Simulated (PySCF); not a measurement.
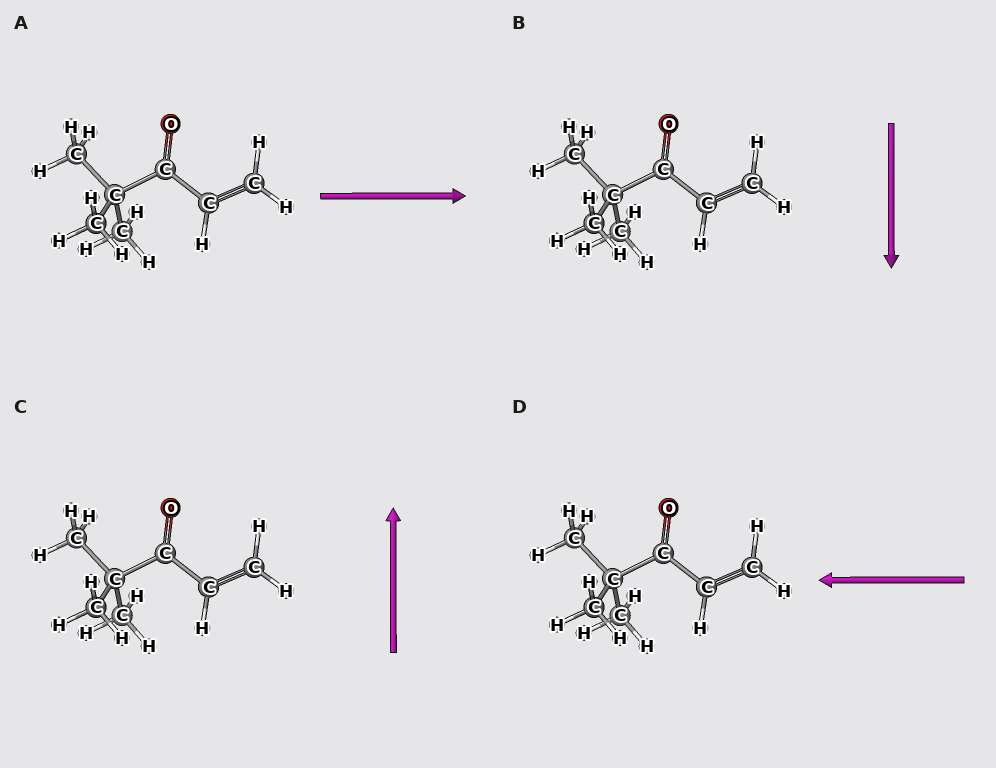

The same molecule four times, each with an arrow. The geometry was computed by an optimisation with PBE0-D3(BJ)/def2-SVP. No frequency run is at hand to confirm it as a minimum. Properties computed with PBE/pcSseg-1, gas phase (PySCF 2.14.0).

Which arrow points along the dipole moment, from the negative to the positive end?

B. The dipole moment is 2.48 D.
